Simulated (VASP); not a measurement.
Band structure of HgS (cinnabar). All values below come from PBEsol GGA, VASP's PBE PAW potentials (set 64) (plane waves; VASP).

Without a dispersion term in the relaxation, distances and binding between the weakly bound layers, chains or molecules are unreliable, and so is what depends on them. Unless said otherwise, spin-orbit coupling is left out, though it shifts the bands of the heavy elements here.

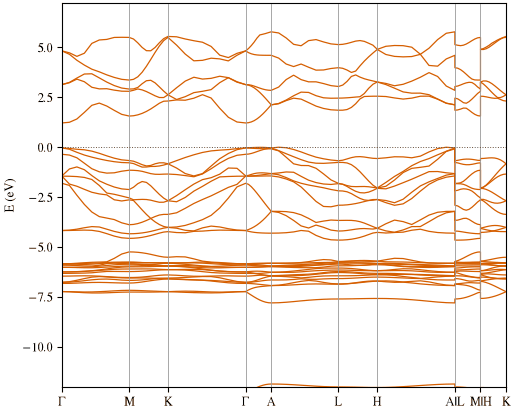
Bands along high-symmetry lines, zero at the valence-band maximum or, without a gap, the Fermi level

Q: Read the plot: is there a gap, and where are the band edges?

A: The gap is indirect, 1.22 eV, from the valence maximum at A-L at 0.11 to the conduction minimum at Γ. (Edges off the drawn lines would not show.)

The compound is HgS in the cinnabar structure. It was relaxed first.
